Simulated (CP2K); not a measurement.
**GFN0-xTB run of C2H7FInN (SMILES C[NH][In]([CH3])[F])**

What is the energy change on altering one bond length of C2H7FInN at GFN0-xTB? 

The results are computed with CP2K 2026.2.

5 further runs of the same task are left out: 3 that didn't finish, 2 set aside as unsound or not needed.

### 1 The molecule

C2H7FInN: 12 atoms, total charge 0, spin state singlet. SMILES: `C[NH][In]([CH3])[F]`. The shape comes from GFN2-xTB, which is rough for such elements, and wasn't checked as a minimum. This is one conformer, not always the lowest.

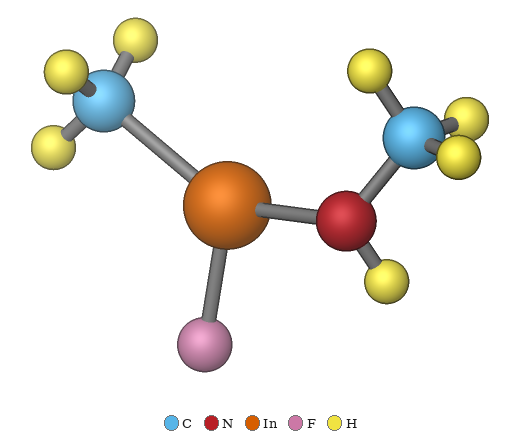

The structure, seen from a chosen angle (carbon blue, nitrogen red, indium orange, fluorine pink, hydrogen yellow).

### 2 The energy at GFN0-xTB

The input, qs.inp:

```
&GLOBAL
 PROJECT_NAME qs
 RUN_TYPE ENERGY
 PRINT_LEVEL MEDIUM
&END GLOBAL

&FORCE_EVAL
 METHOD QUICKSTEP
 &DFT
  &QS
   METHOD XTB
   EPS_DEFAULT 1.0E-10
   &XTB
    GFN_TYPE 0
    CHECK_ATOMIC_CHARGES F
   &END XTB
  &END QS
  &POISSON
   PERIODIC NONE
   POISSON_SOLVER ANALYTIC
  &END POISSON
  &SCF
   SCF_GUESS ATOMIC
   EPS_SCF 1.0E-06
   MAX_SCF 150
   ADDED_MOS 2
   &DIAGONALIZATION
    ALGORITHM STANDARD
   &END DIAGONALIZATION
   &MIXING
    METHOD DIRECT_P_MIXING
    ALPHA 0.4
   &END MIXING
   &SMEAR ON
    METHOD FERMI_DIRAC
    ELECTRONIC_TEMPERATURE [K] 300
   &END SMEAR
  &END SCF
  &PRINT
   &MOMENTS
    PERIODIC F
    REFERENCE COM
    MAX_MOMENT 1
   &END MOMENTS
   &MO ON
    ENERGIES T
    OCCUPATION_NUMBERS T
    NDIGITS 6
    &EACH
     QS_SCF 0
    &END EACH
    ADD_LAST NUMERIC
   &END MO
   &HIRSHFELD OFF
   &END HIRSHFELD
  &END PRINT
 &END DFT
 ! structure
 &SUBSYS
  ! box in angstrom
  &CELL
   ABC 20.9 20 21.1
   PERIODIC NONE
  &END CELL
  &COORD
   C     -1.762210    -0.051090     1.430430
   N     -0.472880     0.616760     1.388440
   In     0.757200     0.513800    -0.317030
   C      1.537640    -0.887380    -1.885720
   F      1.837960     2.178610    -0.228960
   H     -2.534470     0.412280     0.802220
   H     -1.637880    -1.090600     1.121880
   H     -2.122090    -0.048080     2.464430
   H     -0.595780     1.611160     1.571630
   H      2.382440    -0.370270    -2.326960
   H      0.763160    -1.078490    -2.621160
   H      1.846910    -1.806710    -1.399190
  &END COORD
  &TOPOLOGY
   &CENTER_COORDINATES
   &END CENTER_COORDINATES
  &END TOPOLOGY
 &END SUBSYS
&END FORCE_EVAL
```

Started as:

```bash
$ OMP_NUM_THREADS=1 cp2k.psmp -i qs.inp -o qs.out
```

Standard output:

```text
CP2K| version string:                                       CP2K version 2026.2
[...]
 GLOBAL| Method name                                                        CP2K
[...]
 GLOBAL| Run type                                                         ENERGY
[...]
                             - Atoms:                                         12
[...]
                             - Spherical basis functions:                     39
[...]
 Number of electrons:                                                         30
[...]
  Fermi energy:                                                -0.34867406309325
[...]
 TB_DIPOLE| Moment [Debye]         -0.81646000      -4.54521538      -4.50085595
 TB_DIPOLE| Derivative [a.u.]       0.00000000       0.00000000       0.00000000
[...]
 ENERGY| Total FORCE_EVAL ( QS ) energy [hartree]            -16.221952482244692
[...]
```

Wall time 1.1 s (1 thread of Intel Xeon Platinum 8259CL at 2.50GHz (Skylake/Cascade Lake), shared host); peak memory 0.19 GiB.

### 3 The distorted shape

The input, run.inp:

```
&GLOBAL
   PROJECT_NAME run
   RUN_TYPE ENERGY
   PRINT_LEVEL MEDIUM
&END

&FORCE_EVAL
   METHOD QUICKSTEP
   &DFT
      CHARGE 0
      MULTIPLICITY 1
      ! Quickstep
      &QS
         METHOD XTB
         EPS_DEFAULT 1.0E-10
         &XTB
            GFN_TYPE 0
            CHECK_ATOMIC_CHARGES F
         &END
      &END
      &POISSON
         PERIODIC NONE
         POISSON_SOLVER ANALYTIC
      &END
      &SCF
         SCF_GUESS ATOMIC
         EPS_SCF 1.0E-06
         MAX_SCF 150
         ADDED_MOS 2
         &DIAGONALIZATION
            ALGORITHM STANDARD
         &END
         &MIXING
            METHOD DIRECT_P_MIXING
            ALPHA 0.4
         &END
         &SMEAR ON
            METHOD FERMI_DIRAC
            ELECTRONIC_TEMPERATURE [K] 300
         &END
      &END
      &PRINT
         &MOMENTS
            PERIODIC F
            REFERENCE COM
            MAX_MOMENT 1
         &END
         &MO ON
            ENERGIES T
            OCCUPATION_NUMBERS T
            NDIGITS 6
            &EACH
               QS_SCF 0
            &END
            ADD_LAST NUMERIC
         &END
         &HIRSHFELD OFF
         &END
      &END
   &END
   &SUBSYS
      ! vacuum box
      &CELL
         ABC [angstrom] 21.8 20 21.2
         PERIODIC NONE
      &END
      &COORD
         C     -2.607033    -0.568214     1.871682
         N     -1.317703     0.099636     1.829692
         In    -0.087623    -0.003324     0.124222
         C      0.692817    -1.404504    -1.444468
         F      0.993137     1.661486     0.212292
         H     -3.379293    -0.104844     1.243472
         H     -2.482703    -1.607724     1.563132
         H     -2.966913    -0.565204     2.905682
         H     -1.440603     1.094036     2.012882
         H      2.382440    -0.370270    -2.326960
         H     -0.081663    -1.595614    -2.179908
         H      1.002087    -2.323834    -0.957938
      &END
      &TOPOLOGY
         &CENTER_COORDINATES
         &END
      &END
   &END
&END
```

Started as:

```bash
$ OMP_NUM_THREADS=1 cp2k.psmp run.inp > run.out
```

Standard output:

```text
CP2K| version string:                                       CP2K version 2026.2
[...]
 GLOBAL| Method name                                                        CP2K
[...]
 GLOBAL| Run type                                                         ENERGY
[...]
                             - Atoms:                                         12
[...]
                             - Spherical basis functions:                     39
[...]
 Number of electrons:                                                         30
[...]
  Fermi energy:                                                -0.39401664806853
[...]
 TB_DIPOLE| Moment [Debye]         -4.51162791      -6.61964966      -2.36698766
 TB_DIPOLE| Derivative [a.u.]       0.00000000       0.00000000       0.00000000
[...]
 ENERGY| Total FORCE_EVAL ( QS ) energy [hartree]            -16.099600304365968
[...]
```

Run time: 1 s. Hardware: 1 thread of Intel Xeon Platinum 8259CL at 2.50GHz (Skylake/Cascade Lake), shared host; peak memory 0.19 GiB.

### 4 Outcome

At GFN0-xTB:

```
                                                          quantity         value
                                         first shape: total energy  -16.22195 Eh
            first shape: dipole moment (from atomic charges alone)        6.45 D
                                          first shape: HOMO energy     -11.45 eV
                                          first shape: LUMO energy      -8.59 eV
                                        first shape: HOMO–LUMO gap       2.86 eV
                                    first shape: dispersion energy  -6.19 kJ/mol
                                     distorted shape: total energy  -16.09960 Eh
        distorted shape: dipole moment (from atomic charges alone)        8.35 D
                                      distorted shape: HOMO energy     -11.48 eV
                                      distorted shape: LUMO energy      -9.96 eV
                                    distorted shape: HOMO–LUMO gap       1.52 eV
                                distorted shape: dispersion energy  -6.67 kJ/mol
energy change with the C4–H10 bond stretched from 1.084 to 2.169 Å      3.329 eV
```

In words: With the C4–H10 bond stretched from 1.084 to 2.169 Å the energy rises by 3.33 eV (77 kcal/mol). The first shape isn't relaxed at this level, so the change isn't measured from a minimum. The dipole (first shape) comes from point charges on the atoms alone, without atomic dipoles, so it is partial. The dipole (distorted shape) comes from point charges on the atoms alone, without atomic dipoles, so it is partial.
